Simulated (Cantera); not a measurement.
Feed: 1 mol CH₃Cl, 0.12 mol CH₄, 0.067 mol H₂, held at 1.30 Pa.

Cantera equilibrium calculation (NASA polynomials, part measured and part estimated; ideal gas, pure solids and liquids). Candidate condensed phases: C, C₆H₆, C₇H₈, C₈H₁₈; 91 gas species. Equilibrium is a limit: real reactors are often held back by kinetics, nucleation or transport.

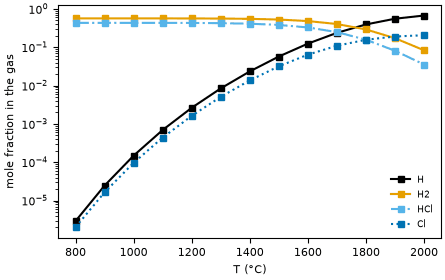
Figure. Equilibrium gas composition (values under 1e-9 drawn at 1e-9)

### Question
Read off the mole fractions at 1800 °C.

### Answer
H about 0.39, H₂ about 0.29, HCl about 0.16, Cl about 0.16.
